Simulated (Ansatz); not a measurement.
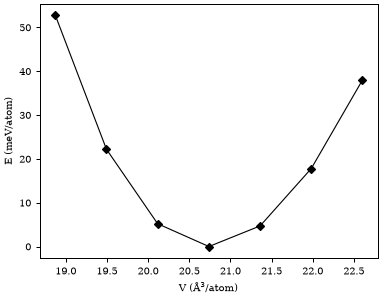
Figure: SiGe (wurtzite, P6_3mc) under volume change, the program Ansatz at the LDA level (PAW), shape and atoms relaxed at each volume.

Task: What does a third-order Birch–Murnaghan fit give for V₀, B₀ and B′?

Result: V₀ = 20.74 Å³/atom, B₀ = 84.7 GPa, B′ = 4.5.

The workflow started from a Materials Project entry (that database holds measured and hypothetical structures alike); the Crystallography Open Database copy checked does not list it. Whether it is the stable phase at ambient conditions was not checked. The LDA relaxation kept the symmetry of its start; of distortions, only those at the zone centre were tested.

Potentials: the later of the program's two PAW sets.
